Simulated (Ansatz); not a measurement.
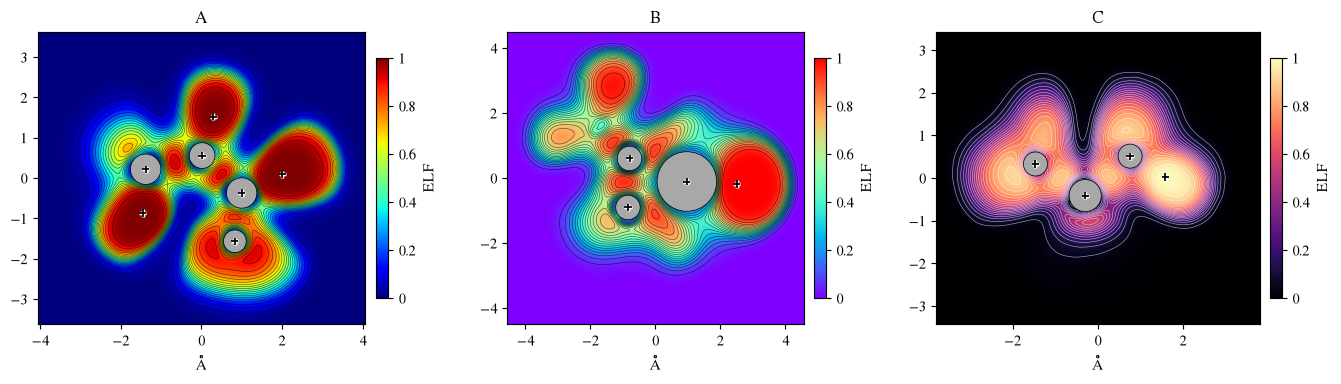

The ELF of 3 systems, each on a plane through atoms (crosses mark nuclei in the plane; grey discs cover the cores).

Computed with RKS PBE0-D4/def2-TZVPP (Ansatz).

System 1: C₂H₅NO, the plane of atoms C1, N2 and C3. Geometry: PBE0-D4/def2-TZVP.

```xyz
9

C    -0.3200    0.5959   -0.8824
N    -0.3387   -0.4045    0.1543
C     0.6573   -0.5469    1.0552
O     1.6609    0.1258    1.1037
H    -0.3618    0.1394   -1.8744
H    -1.1555    1.2928   -0.7778
H     0.6131    1.1489   -0.7879
H    -1.1232   -1.0289    0.2238
H     0.4565   -1.3687    1.7683
```

System 2: CH₄O₃ (SMILES OC(O)O), the plane of atoms C2, O4 and H8. Geometry: PBE0-D4/def2-TZVP.

```
atom    x (Å)    y (Å)    z (Å)
   O  -1.1822   0.3639  -0.6256
   C  -0.0538   0.2618   0.1528
   O   1.0490   0.6663  -0.5787
   O   0.2107  -1.0507   0.5668
   H  -0.9825  -0.0658  -1.4667
   H  -0.2332   0.9119   1.0202
   H   1.8158   0.2060  -0.2240
   H  -0.5318  -1.3506   1.0993
```

System 3: C₃H₅Ga (SMILES C=[C]1[CH2][GaH]1), the plane of atoms C2, Ga4 and C3. Geometry: PBE0-D4/def2-TZVP.

```csv
atom,x (Å),y (Å),z (Å)
C,-0.1823,1.1684,-1.1195
C,0.0792,0.4299,-0.0487
C,0.6079,-0.9733,0.1102
Ga,-0.6112,-0.3503,1.5429
H,0.1649,0.8747,-2.1112
H,-0.7375,2.0980,-1.0520
H,1.6146,-1.0191,0.5361
H,0.4815,-1.6950,-0.6974
H,-1.4172,-0.5332,2.8397
```

> Match each panel to its system.

Panel A is system 1, C₂H₅NO: the plane holds C, N, O and H. C–O (1.21 Å): the ELF peaks at about 0.85 between the atoms: a short, multiple covalent bond. Panel B is system 3, C₃H₅Ga: the plane holds C, Ga and H. C–Ga (1.90 Å): the ELF peaks at about 0.75 in the valence shell of C, 0.7 Å from its nucleus, and is about 0.35 at the midpoint. Panel C is system 2, CH₄O₃: the plane holds C, O and H. C–O (1.38 Å): the ELF peaks at about 0.90 between the atoms; a polar covalent bond.
